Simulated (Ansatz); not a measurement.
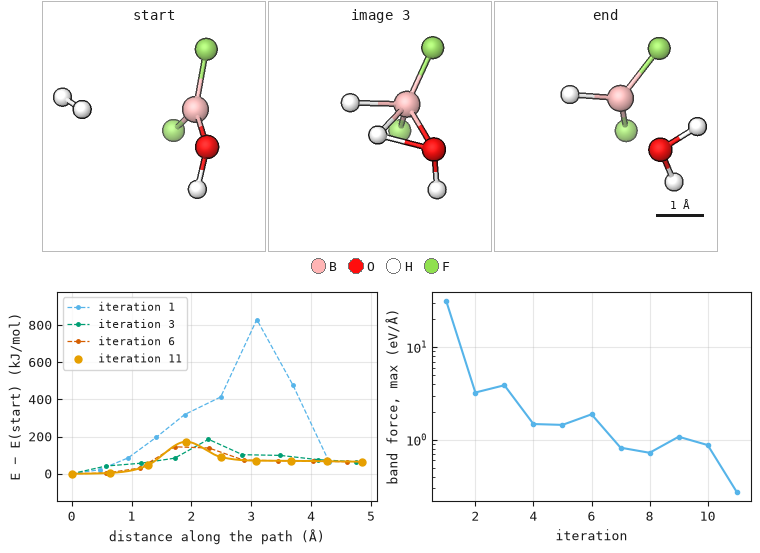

A search for the minimum-energy path of BH3OF2, made up at the start of BHOF₂ and H2 by the nudged elastic band. Images are numbered from 0 (start) to 8 (end). The plot follows the band through its iterations. Style: ball-and-stick. Shown at a tilt.

The calculation used Ansatz, RKS PBE0-D4/cc-pVDZ. Settings: 7 movable images; climbing image; force threshold 0.5 eV/Å; iteration limit 60; starting path through a guess of the saddle point.

Question: Judge this run.

Answer: The run met only a loose threshold, so the barrier can't be trusted yet. The band converged in 11 iterations. The largest component of the band force went from 31 to 0.27 eV/Å. The climbing image converged on the top of the path. Its curvatures weren't checked. The force threshold is so loose that the height of the top is at best an upper bound. The first iteration put the highest image at 829.7 kJ/mol. The highest point, image 3, lies 172.1 kJ/mol above the start and 107.5 kJ/mol above the end; the end is at +64.6 kJ/mol relative to the start.

Limits of the set-up: the start holds two separate molecules, 2.8 Å apart at their closest, whose relative position is a soft coordinate.
